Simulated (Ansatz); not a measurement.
**ZnCu (Pm-3m): relaxing the cell for a phonon run**

Aim: bring ZnCu (Pm-3m) to small forces and stress, as phonons need.

Program: Ansatz 0.2.0. Level of theory: DFT PBEsol, scalar-relativistic, plane waves, PAW. Results are calculated unless marked as measured.

**1. The starting structure**

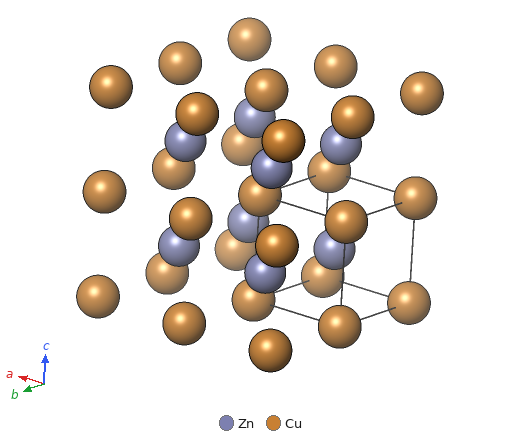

The cell as given, from a free direction (zinc blue, copper orange). 2×2×2 cells are drawn. Some periodic images of atoms are drawn too.

**2. A coarse first look**

First a cheap look: the gap decides the mesh and the occupations, the pressure tells how far the cell has to move.

input.yaml

```yaml
crystal:
  lattice:
    - [2.945, 0.0, 0.0]
    - [0.0, 2.945, 0.0]
    - [0.0, 0.0, 2.945]
  atoms:
    - { symbol: Zn, position: [0.5, 0.5, 0.5] }
    - { symbol: Cu, position: [0.0, 0.0, 0.0] }
kpoints:
  mp_grid: { grid: [6, 6, 6] }
hamiltonian:
  xc: pbesol
scf:
  occupations: { method: gaussian, width: 0.1 }
output:
  forces: true
  stress: true
  eigenvalues: true
```

Started as:

```
$ ansatz run input.yaml --threads 4 --pin off --max-ram 7168MiB --backend cpu --events-out ev --progress --plain --runs-dir out
```

Numbers of over 12 decimals in the logs are rounded to 6 here.

What it wrote:

```text
Engine: ansatz 0.2.0, aarch64-unknown-linux-gnu
Pseudopotentials: kind: paw
Pseudopotential: Zn, paw, valence charge 12, recommended cutoff 420 eV (normal), Zn.paw.azcp
Pseudopotential: Cu, paw, valence charge 19, recommended cutoff 420 eV (normal), Cu.paw.azcp
Functional definition: PBEsol
  exchange = pbesol_x
  correlation = pbesol_c
Crystal: 2 atoms, lattice volume = 25.542 Å³
[...]
--- Band table (eV; the first three rows and the last of 20) ---
  k-point 0: bands = [... 12 lower, 11.6103, 11.6103, 11.6103, 20.4783, 20.4783, 20.4783, 25.5647, 25.5647]
  k-point 1: bands = [... 12 lower, 11.4540, 11.4540, 11.5907, 17.2911, 21.2299, 21.2299, 25.8280, 26.3474]
  k-point 2: bands = [... 12 lower, 11.1750, 11.1750, 11.5510, 13.5669, 23.2688, 23.2688, 26.6511, 27.1640]
  k-point 19: bands = [... 12 lower, 11.8696, 11.8696, 18.1513, 18.6252, 18.6252, 18.6252, 18.8429, 18.8429]
[key lines of the parts left out:]
SCF converged after 6 iterations
Free energy (F): -9869.788654 eV
Fermi energy:    14.290235 eV
P = ⅓ Tr σ = -4.1318 GPa (-41.318 kbar)
```

The job ended after 0.94 s (4 threads of Arm Neoverse V1, shared host; peak memory 0.29 GiB; 1.6 s of CPU time).

This step gave:

- pressure: -4.132 GPa
- volume per atom: 12.77 Å³
- gap on the k-mesh: 0 eV

The coarse mesh shows no gap and a pressure of -4.1 GPa.

**3. Bringing the structure to rest**

The cell and atoms are relaxed, since residual forces and stress would shift the frequencies.

input.yaml, the sections that differ from step 2:

```yaml
kpoints:
  mp_grid: { grid: [14, 14, 14] }
output:
  forces: true
  stress: true
  eigenvalues: true
  write_density: true
  write_potential: true
  elf: true
  volumetric_format: npy
relax:
  adjacent_minimum: "off"
  f_tol: 0.005
  max_steps: 80
  cell: { stress_tol: 0.05 }
# crystal, hamiltonian, scf: as in step 2
```

What it wrote:

```text
[...]
Crystal: 2 atoms, lattice volume = 25.542 Å³
Basis set: ecut = 420 eV, 485 PW (Γ), exchange–correlation on 40×40×40 points (8 copies of the dense FFT grid, shifted against one another)
Bands: 20, of which v1, the nominal top of the filled ones, is band 16 counted from 1 (15 counted from 0)
Symmetry: 48 space group operations
[...]
k-points: 120 of 2744
[...]
SCF iter   1: F=—  HF=-9869.878414 eV  |F-HF|=—  |Δ(HF+E_count)|=         —  Δρ=1.37e-2  dr2=2.58e-2  ethr=1.77e-3  ⟨swp⟩=5.2  Hψ=10197  notcnv=0
[...]
SCF iter   6: F=-9869.873051 eV  HF=-9869.873051 eV  |F-HF|=3.69e-9  |Δ(HF+E_count)|=   3.65e-9  Δρ=3.19e-6  dr2=2.03e-9  ethr=3.23e-10  ⟨swp⟩=9.3  Hψ=16477  notcnv=0
SCF 1 converged in 6 iterations: F = -9869.873051 eV  dr2 = 2.03e-9
[...]
relax step   1: F+E_penalty+E_count = -9869.87305109 eV  Δ(F+E_penalty+E_count) = +0.000e0 eV  max|allowed force component| = 2.603e-29 eV/Å  Δτ_max = 0.0000 Å  P = -4.749 GPa  Ω = 25.542 Å³  (6 SCF iters, dr2 threshold 1.00e-7 eV, accepted)
Crystal: 2 atoms, lattice volume = 24.960 Å³
Basis set: ecut = 420 eV, 461 PW (Γ), exchange–correlation on 40×40×40 points (8 copies of the dense FFT grid, shifted against one another)
[...]
iter 1 solved again at ethr=3.58e-5 eV; its pass at ethr=3.10e-3 eV (dr2=1.11e-2 eV) is discarded
[...]
SCF iter   6: F=-9869.885862 eV  HF=-9869.885862 eV  |F-HF|=6.80e-10  |Δ(HF+E_count)|=   4.66e-8  Δρ=2.32e-6  dr2=1.08e-9  ethr=6.45e-10  ⟨swp⟩=9.0  Hψ=16948  notcnv=0
SCF 2 converged in 6 iterations: F = -9869.885862 eV  dr2 = 1.08e-9
relax step   2: F+E_penalty+E_count = -9869.88586152 eV  Δ(F+E_penalty+E_count) = -1.281e-2 eV  max|allowed force component| = 1.190e-29 eV/Å  Δτ_max = 0.0000 Å  P = -1.982 GPa  Ω = 24.960 Å³  energy of the carried Pulay correction = +4.626e-4 eV  (6 SCF iters, dr2 threshold 2.00e-7 eV, accepted)
Crystal: 2 atoms, lattice volume = 24.559 Å³
[...]
SCF iter   6: F=-9869.888501 eV  HF=-9869.888501 eV  |F-HF|=8.44e-10  |Δ(HF+E_count)|=   5.33e-8  Δρ=2.32e-6  dr2=1.08e-9  ethr=4.18e-10  ⟨swp⟩=9.0  Hψ=16887  notcnv=0
SCF 3 converged in 6 iterations: F = -9869.888501 eV  dr2 = 1.08e-9
relax step   3: F+E_penalty+E_count = -9869.88850068 eV  Δ(F+E_penalty+E_count) = -2.639e-3 eV  max|allowed force component| = 1.676e-30 eV/Å  Δτ_max = 0.0000 Å  P = +0.166 GPa  Ω = 24.559 Å³  energy of the carried Pulay correction = +7.873e-4 eV  (6 SCF iters, dr2 threshold 2.00e-7 eV, accepted)
[...]
relax step   4: F+E_penalty+E_count = -9869.88849216 eV  Δ(F+E_penalty+E_count) = +8.524e-6 eV  max|allowed force component| = 6.212e-30 eV/Å  Δτ_max = 0.0000 Å  P = +0.002 GPa  Ω = 24.588 Å³  energy of the carried Pulay correction = +7.634e-4 eV  (6 SCF iters, accepted)
[...]
SCF iter   6: F=-9869.887687 eV  HF=-9869.887687 eV  |F-HF|=1.82e-12  |Δ(HF+E_count)|=  1.24e-10  Δρ=1.25e-7  dr2=1.12e-12  ethr=1.00e-12  ⟨swp⟩=4.5  Hψ=11069  notcnv=0
SCF 5 converged in 6 iterations: F = -9869.887687 eV  dr2 = 1.12e-12
relax step   5: F+E_penalty+E_count = -9869.88768682 eV  Δ(F+E_penalty+E_count) = +8.053e-4 eV  max|allowed force component| = 1.841e-30 eV/Å  Δτ_max = 0.0000 Å  P = +0.018 GPa  Ω = 24.588 Å³  stress off target by 1.75e-2 GPa  SCF on the basis re-selected at this cell (its energy is not comparable with the rows above)  (6 SCF iters)
basis re-selected at this cell: Δ(F+E_penalty+E_count) = +8.053e-4 eV, ΔP = +0.015 GPa vs the last step (what re-selecting the basis moved, of the pressure what is left beyond the Pulay correction that the steps carried, after the strain that the cell walked since its last selection, with what the two solves' SCF thresholds leave and, on support functions, any second-order correction that the steps lacked; it is no m [...]
SCF converged after 6 iterations
Free energy (F): -9869.887687 eV
[...]
Internal energy: -9869.886263 eV  (E = F + TS)
E sigma→0 (E₀):  -9869.886975 eV
Entropy (-TS):   -0.001424 eV (-0.712 meV/atom)
Fermi energy:    15.058850 eV
[...]
--- Stress (GPa, compression-positive) ---
        0.017513      -0.000000      -0.000000
       -0.000000       0.017513      -0.000000
       -0.000000      -0.000000       0.017513
  P = ⅓ Tr σ = 0.0175 GPa (0.175 kbar)
--- Band table (eV; the first three rows and the last of 120) ---
  k-point 0: bands = [... 12 lower, 12.2843, 12.2843, 12.2843, 21.3286, 21.3286, 21.3286, 26.5249, 26.5249]
  k-point 1: bands = [... 12 lower, 12.2496, 12.2496, 12.2799, 20.4465, 21.4761, 21.4761, 26.5727, 27.0386]
  k-point 2: bands = [... 12 lower, 12.1556, 12.1556, 12.2675, 18.7117, 21.9078, 21.9078, 26.7174, 27.4088]
  k-point 119: bands = [... 12 lower, 12.5569, 12.5569, 19.1398, 19.4332, 19.4332, 19.4332, 19.6870, 19.6870]
--- Relaxed structure (4 steps of the walk, 4 accepted, 1 SCFs on fresh bases) ---
  F+E_penalty+E_count = -9869.88768682 eV   max|allowed force component| = 1.841e-30 eV/Å   (the final SCF, on the basis selected at the relaxed cell)
  cell:  # Å, volume = 24.5883 Å³
    - [2.907880, 0, 0]
    - [0, 2.907880, 0]
    - [0, 0, 2.907880]
  atoms:
    - { symbol: Zn, position: [0.5, 0.5, 0.5] }
    - { symbol: Cu, position: [0.0, 0, 0] }
```

It took 5.3 s on 4 threads; peak memory 0.39 GiB; 19 s of CPU time.

Step by step:

| step | energy less that of the first step (eV) | largest force component (eV/Å) | pressure (GPa) | volume (Å³) |
| --- | --- | --- | --- | --- |
| 1 | 0.0000 | 0.0000 | -4.75 | 25.54 |
| 2 | -0.0128 | 0.0000 | -1.98 | 24.96 |
| 3 | -0.0154 | 0.0000 | 0.17 | 24.56 |
| 4 | -0.0154 | 0.0000 | 0.00 | 24.59 |
| 5* | -0.0146 | 0.0000 | 0.02 | 24.59 |

Relaxation steps marked * repeat the geometry before them on a plane-wave basis chosen anew for their cell, so energy and pressure can jump there.

Forces are held to the 48 operations that the run works with; a distortion that breaks them can't arise in this run.

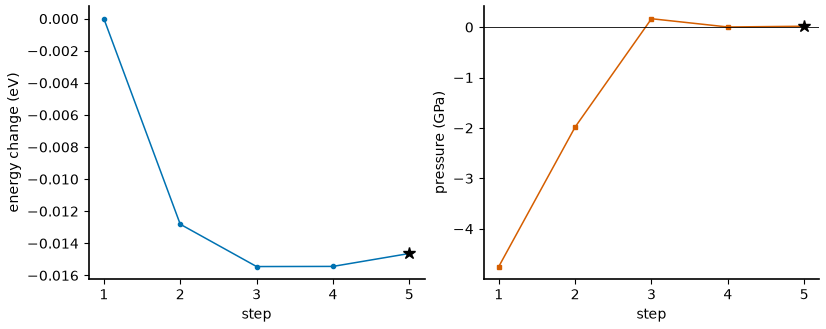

Energy and pressure along the relaxation. Stars mark steps on a basis chosen anew.

| conventional cell, symmetrised | before | after | change |
| --- | --- | --- | --- |
| a (Å) | 2.945 | 2.908 | -1.3 % |
| b (Å) | 2.945 | 2.908 | -1.3 % |
| c (Å) | 2.945 | 2.908 | -1.3 % |
| volume (Å³/atom) | 12.77 | 12.29 | -3.7 % |

Final coordinates:

```cif
data_structure
_symmetry_space_group_name_H-M 'P 1'
_symmetry_Int_Tables_number 1
_cell_length_a 2.9079
_cell_length_b 2.9079
_cell_length_c 2.9079
_cell_angle_alpha 90.000
_cell_angle_beta 90.000
_cell_angle_gamma 90.000
_cell_volume 24.59
loop_
_atom_site_label
_atom_site_type_symbol
_atom_site_fract_x
_atom_site_fract_y
_atom_site_fract_z
_atom_site_occupancy
Zn1 Zn 0.50000 0.50000 0.50000 1
Cu2 Cu 0.00000 0.00000 0.00000 1
```

Numbers from this step:

| Item | Value |
| --- | --- |
| pressure | 0.01751 GPa |
| volume per atom | 12.29 Å³ |

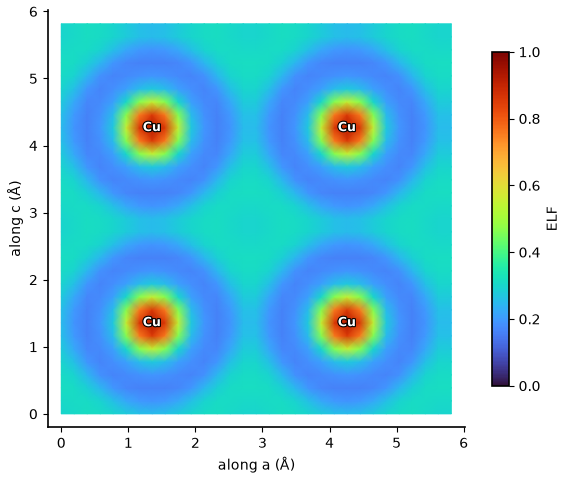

ELF in the ac plane at fractional y = 0.000, with atoms of Cu within 0.2 Å of it. It is the smooth field of the valence electrons, not physical close to the nuclei. The map starts off the cell's origin, so that atoms lie inside it.

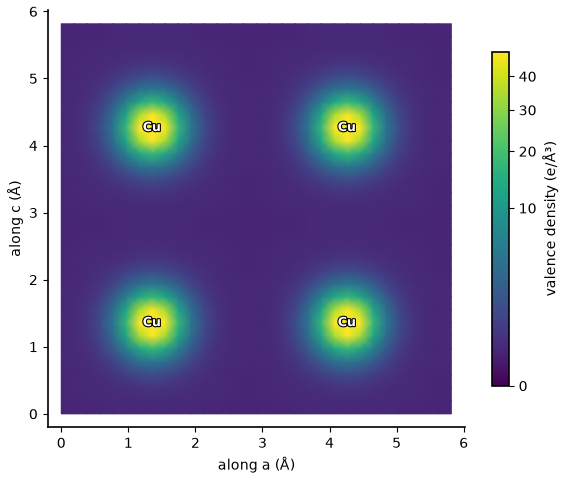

Valence density in the ac plane at fractional y = 0.000, with atoms of Cu within 0.2 Å of it. It is the smooth field of the valence electrons, not physical close to the nuclei. The map starts off the cell's origin, so that atoms lie inside it. The colour scale is stretched toward low values.

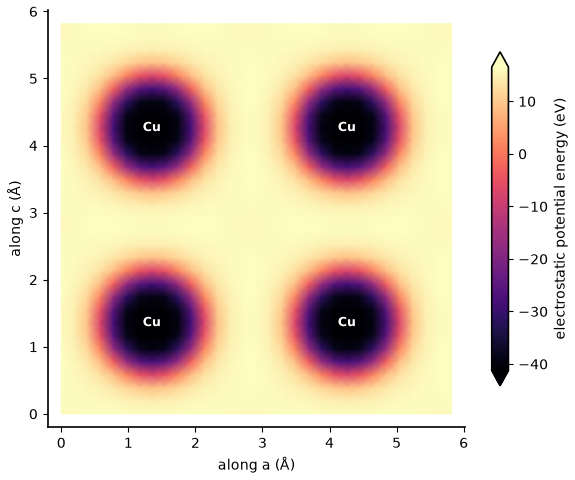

Electrostatic potential energy in the ac plane at fractional y = 0.000, with atoms of Cu within 0.2 Å of it. With pseudopotentials it is smooth inside the atoms' cores, unlike the true potential. The map starts off the cell's origin, so that atoms lie inside it.

In this step the volume went from 12.77 to 12.29 Å³/atom.

**4. Tight relaxation**

Phonons need a cell at rest on their own settings, so the relaxation is repeated with tight tolerances on forces and stress on the k mesh and occupations of the first response run.

input.yaml

```yaml
crystal:
  lattice:
    - [2.9078796817, 0.0, 0.0]
    - [0.0, 2.9078796817, 0.0]
    - [0.0, 0.0, 2.9078796817]
  atoms:
    - { symbol: Zn, position: [0.5, 0.5, 0.5] }
    - { symbol: Cu, position: [0.0, 0.0, 0.0] }
kpoints:
  mp_grid: { grid: [16, 16, 16] }
hamiltonian:
  xc: pbesol
scf:
  occupations: { method: methfessel_paxton, width: 0.15 }
output:
  forces: true
  stress: true
  eigenvalues: true
relax:
  adjacent_minimum: "off"
  f_tol: 0.001
  max_steps: 60
  cell: { stress_tol: 0.01 }
```

What it wrote:

```text
[...]
Crystal: 2 atoms, lattice volume = 24.588 Å³
Basis set: ecut = 420 eV, 461 PW (Γ), exchange–correlation on 40×40×40 points (8 copies of the dense FFT grid, shifted against one another)
Bands: 20, of which v1, the nominal top of the filled ones, is band 16 counted from 1 (15 counted from 0)
[... 1 set-up line as in the run before ...]
[...]
k-points: 165 of 4096
[...]
k-point 164: bands = [... 12 lower, 12.5489, 12.5489, 19.1325, 19.4267, 19.4267, 19.4267, 19.6799, 19.6799]
--- Relaxed structure (3 steps of the walk, 3 accepted, 1 SCFs on fresh bases) ---
[...]
cell:  # Å, volume = 24.5954 Å³
    - [2.908158, 0, 0]
    - [0, 2.908158, 0]
    - [0, 0, 2.908158]
  atoms:
    - { symbol: Zn, position: [0.5, 0.5, 0.5] }
    - { symbol: Cu, position: [0, 0, 0] }
[key lines of the parts left out:]
SCF converged after 4 iterations
Free energy (F): -9869.881801 eV
Fermi energy:    15.039090 eV
P = ⅓ Tr σ = -0.0003 GPa (-0.003 kbar)
```

Elapsed: 4.8 s, on 4 threads; peak memory 0.4 GiB; 17 s of CPU time.

Little changed from the start: no atom moved by 0.005 Å and no cell edge by 0.1 %.

Numbers from this step:

| Item | Value |
| --- | --- |
| pressure | -2.51e-4 GPa |
| volume per atom | 12.30 Å³ |

The forces vanish by symmetry and the pressure is 0.000 GPa, within the tolerances set. The cell now holds 12.30 Å³/atom.

**5. What came out**

| Property | Result |
| --- | --- |
| space group after relaxation (within 0.01 Å) | Pm-3m |
| lattice constant a | 2.908 Å |
| lattice constant b | 2.908 Å |
| lattice constant c | 2.908 Å |
| volume per atom | 12.3 Å³ |

What this shows: The forces vanish by symmetry and the pressure is 0.000 GPa, within the tolerances set. The cell now holds 12.30 Å³/atom. The relaxation keeps the symmetry of its start, so it says nothing on stability against lower symmetry. The runs are without spin polarisation, although the cell has an odd electron count.

[Logs are printed without paths, hosts, clocks, repeated set-up lines and the standing remarks that a program may print on its own settings, such as how far it seeks lower states.]

[Hosts, paths, dates, database ids (printed as entryN), source tags and the programs' standing remarks are cut or masked in the printed files.]
